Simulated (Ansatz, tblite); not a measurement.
# The cluster Ga₇Sb₇+: one state, many levels

Aim: run the doublet of the cluster Ga₇Sb₇+ at one geometry on many levels, and compare frontier levels, spin and run time.

Program: Ansatz 0.2.0, Gaussian basis. Level of theory: as each input shows. These are calculated values, not measurements.

The runs, in order: GFN1-xTB, GFN2-xTB, PBE-D4/def2-TZVP, r2SCAN-D4/def2-TZVP, B97M-V/def2-TZVP, PBE-D4/def2-SVP, PBE0-D4/def2-SVP, MP2/def2-SVP, RPA/def2-SVP.

4 further runs of the same task are left out: 4 set aside as unsound or not needed.

## (1) The relaxed structure

The geometry is that of the doublet, from an earlier relaxation (PBE-D4/def2-SVP, loosely relaxed). At that level it is the lowest of the isomers that a small search found.

14 atoms, charge 1, spin multiplicity 2.

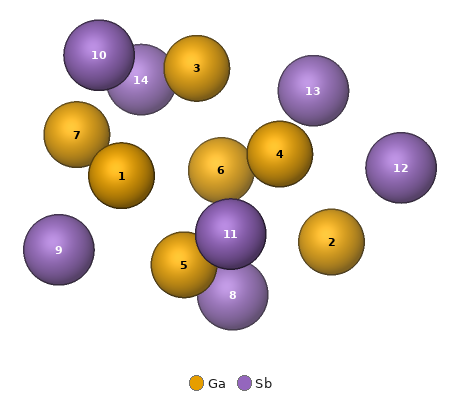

The geometry (gallium amber, antimony purple); atoms are numbered from 1 in the order of the file.

Geometry (Å):

| atom | x (Å) | y (Å) | z (Å) |
| --- | --- | --- | --- |
| Ga1 | -2.9620 | 1.1186 | 0.8783 |
| Ga2 | 1.1619 | -2.5812 | -0.4705 |
| Ga3 | 0.4609 | 1.6974 | 1.6158 |
| Ga4 | -0.2346 | -1.0017 | 1.7765 |
| Ga5 | -1.6963 | -0.7164 | -1.0917 |
| Ga6 | 1.4267 | 0.3778 | -1.0487 |
| Ga7 | -1.1165 | 2.8958 | -0.5931 |
| Sb8 | 0.3570 | -1.4457 | -2.6750 |
| Sb9 | -3.0695 | 1.5059 | -1.7693 |
| Sb10 | -1.7096 | 3.1624 | 2.0675 |
| Sb11 | -2.7148 | -1.5500 | 1.2876 |
| Sb12 | 1.5428 | -3.0324 | 2.0639 |
| Sb13 | 2.4530 | -0.2794 | 1.4467 |
| Sb14 | 1.5766 | 2.9357 | -0.5728 |

Sb takes a core potential in the def2 sets. No spin-orbit coupling is included. The ion is computed in the gas phase, without counter-ions or solvent.

PBE0-D4/def2-TZVP was run before; its log isn't repeated, and its numbers join the tables.

## (2) GFN1-xTB

Tight binding, by tblite at 300 K electronic temperature and without a spin-polarisation term:

```python
tblite.interface.Calculator('GFN1-xTB', numbers, positions, charge=1, uhf=1).singlepoint()
```

Energy -723.5133 eV; 0.11 s.

## (3) GFN2-xTB

Tight binding, by tblite at 300 K electronic temperature and without a spin-polarisation term:

```python
tblite.interface.Calculator('GFN2-xTB', numbers, positions, charge=1, uhf=1).singlepoint()
```

Energy -643.8887 eV; 0.29 s.

## (4) PBE-D4/def2-TZVP

start.molden holds the orbitals of an earlier run on this state, given as this run's starting guess.

Input file in.yaml:

```yaml
crystal:
  periodic: [false, false, false]
  atoms:
    - {symbol: Ga, position_ang: [-2.962003, 1.118632, 0.878272]}
    - {symbol: Ga, position_ang: [1.161871, -2.581228, -0.470476]}
    - {symbol: Ga, position_ang: [0.460857, 1.697379, 1.615781]}
    - {symbol: Ga, position_ang: [-0.234565, -1.001657, 1.776534]}
    - {symbol: Ga, position_ang: [-1.696276, -0.716352, -1.091652]}
    - {symbol: Ga, position_ang: [1.426656, 0.377825, -1.048746]}
    - {symbol: Ga, position_ang: [-1.116544, 2.895812, -0.593076]}
    - {symbol: Sb, position_ang: [0.357002, -1.445679, -2.674990]}
    - {symbol: Sb, position_ang: [-3.069456, 1.505943, -1.769258]}
    - {symbol: Sb, position_ang: [-1.709579, 3.162422, 2.067486]}
    - {symbol: Sb, position_ang: [-2.714833, -1.549999, 1.287602]}
    - {symbol: Sb, position_ang: [1.542781, -3.032446, 2.063897]}
    - {symbol: Sb, position_ang: [2.453019, -0.279419, 1.446734]}
    - {symbol: Sb, position_ang: [1.576569, 2.935668, -0.572808]}
basis:
  gaussian: {orbitals: def2-TZVP, fitting: {mean_field: def2-universal-jkfit}, initial_orbitals: start.molden}
total_charge: 1
magnetization: {spin_polarized: true, initial_magnetization: 1}
hamiltonian: {xc: pbe, dispersion: d4}
scf: {omitted_lower_state_checks: [starts]}
output: {forces: true, orbitals: {seedname: orbitals}}
```

Started as:

```console
$ ansatz run in.yaml --threads 2 --pin off --events-out ev --progress --plain --max-ram 32768MiB --backend cuda --devices 0, --max-vram 18GiB
```

The runs that follow: r2SCAN-D4/def2-TZVP; B97M-V/def2-TZVP; PBE-D4/def2-SVP; PBE0-D4/def2-SVP; MP2/def2-SVP; RPA/def2-SVP.

Q: Predict the results of all the runs planned. Wanted: gap in def2-TZVP, named functionals, smallest and largest; correlation energy, MP2/def2-SVP; ⟨S²⟩ in def2-TZVP, named functionals, smallest and largest; PBE0 total energy, smallest basis above largest.

As calculated:

| quantity | value |
| --- | --- |
| gap in def2-TZVP, named functionals, smallest and largest | 0.26 eV (PBE-D4), 1.35 eV (PBE0-D4) |
| correlation energy, MP2/def2-SVP | -64.10 eV |
| ⟨S²⟩ in def2-TZVP, named functionals, smallest and largest | 0.755, 0.769 |
| PBE0 total energy, smallest basis above largest | 48.25 eV (def2-SVP, def2-TZVP) |

What this shows: Over the named functionals in def2-TZVP the gap runs from 0.26 eV (PBE-D4) to 1.35 eV (PBE0-D4); exact exchange widens it. Over the named functionals in def2-TZVP spin contamination reaches 0.02 (r2SCAN-D4), which is small.
